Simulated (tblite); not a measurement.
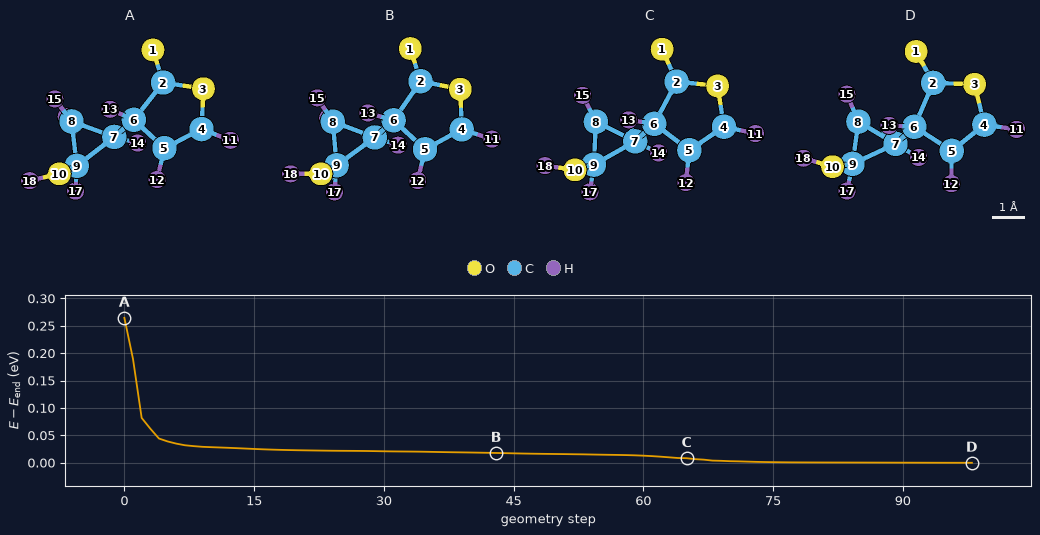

Frames of a relaxation of C$_{7}$H$_{8}$O$_{3}$, marked on the history of the run. Style: ball-and-stick. Shown at a tilt.

The calculation used GFN2-xTB geometry optimisation, gas phase in tblite. 

### What happens along the run?

An H atom moves most after the best rigid fit: 0.74 Å. By element the largest moves are H 0.74 Å, O 0.65 Å, C 0.36 Å. Among the contacts that change: C–O 1.432 → 1.391 Å, C–O 1.389 → 1.358 Å, C–O 1.226 → 1.195 Å, C–C 1.501 → 1.518 Å. Bond angles that change, for instance: C–O–C 102.8° → 108.7°, C–C–H 112.5° → 107.7°, C–C–O 115.5° → 119.9°. Groups turn about C–C by about 30°. After 98 geometry steps the energy has fallen by 0.265 eV. From step 0 to 43: an H atom moves most (0.22 Å), energy −0.247 eV. From step 43 to 65: an H atom moves most (0.33 Å), energy −0.010 eV. From step 65 to 98: an H atom moves most (0.24 Å), energy −0.008 eV.

```json
{"step": "0", "E − E(0), eV": "0.0000"}
{"step": "1", "E − E(0), eV": "-0.0752"}
{"step": "2", "E − E(0), eV": "-0.1827"}
{"step": "3", "E − E(0), eV": "-0.2023"}
{"step": "4", "E − E(0), eV": "-0.2204"}
{"step": "5", "E − E(0), eV": "-0.2257"}
{"step": "6", "E − E(0), eV": "-0.2296"}
{"step": "7", "E − E(0), eV": "-0.2326"}
{"step": "8", "E − E(0), eV": "-0.2342"}
{"step": "9", "E − E(0), eV": "-0.2355"}
{"step": "10", "E − E(0), eV": "-0.2361"}
{"step": "15", "E − E(0), eV": "-0.2394"}
{"step": "19", "E − E(0), eV": "-0.2414"}
{"step": "24", "E − E(0), eV": "-0.2426"}
{"step": "29", "E − E(0), eV": "-0.2434"}
{"step": "33", "E − E(0), eV": "-0.2441"}
{"step": "38", "E − E(0), eV": "-0.2454"}
{"step": "42", "E − E(0), eV": "-0.2464"}
{"step": "47", "E − E(0), eV": "-0.2480"}
{"step": "52", "E − E(0), eV": "-0.2491"}
{"step": "56", "E − E(0), eV": "-0.2501"}
{"step": "61", "E − E(0), eV": "-0.2525"}
{"step": "66", "E − E(0), eV": "-0.2580"}
{"step": "70", "E − E(0), eV": "-0.2617"}
{"step": "75", "E − E(0), eV": "-0.2635"}
{"step": "79", "E − E(0), eV": "-0.2640"}
{"step": "84", "E − E(0), eV": "-0.2642"}
{"step": "89", "E − E(0), eV": "-0.2644"}
{"step": "93", "E − E(0), eV": "-0.2645"}
{"step": "98", "E − E(0), eV": "-0.2646"}
```
